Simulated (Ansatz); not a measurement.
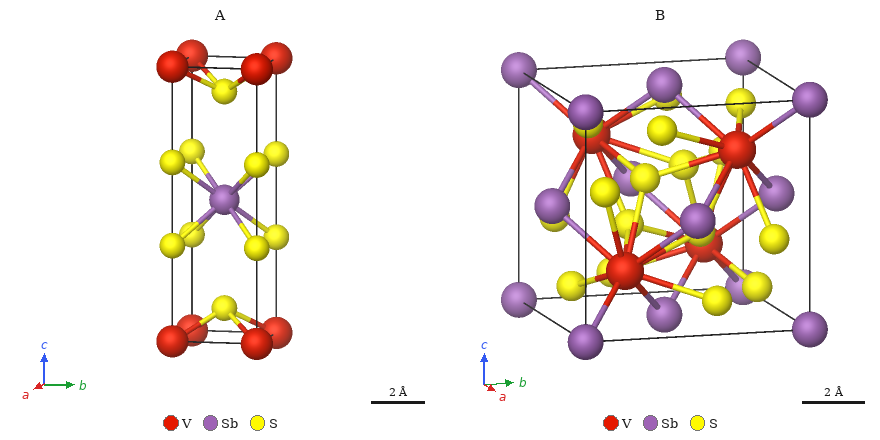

Two structures of VSbS4, each relaxed to rest (conventional cells in solid outline, small ones repeated, not to one scale). Method: Ansatz 0.2.0, DFT PBE, scalar-relativistic, plane waves, PAW, with collinear spins.

Question: What are A and B?

Answer: A: 6 atoms a cell on a primitive tetragonal lattice, P4/mmm. B: 24 atoms a cell on a face-centred cubic lattice, F-43m.

Question: Compare their energies: which is lower?

Answer: A is lower, by 872 meV/atom at this level of theory (energies at zero smearing). Volumes: A 19.5, B 18.1 Å³/atom.

One or both may be structure types tried for this composition rather than known phases.
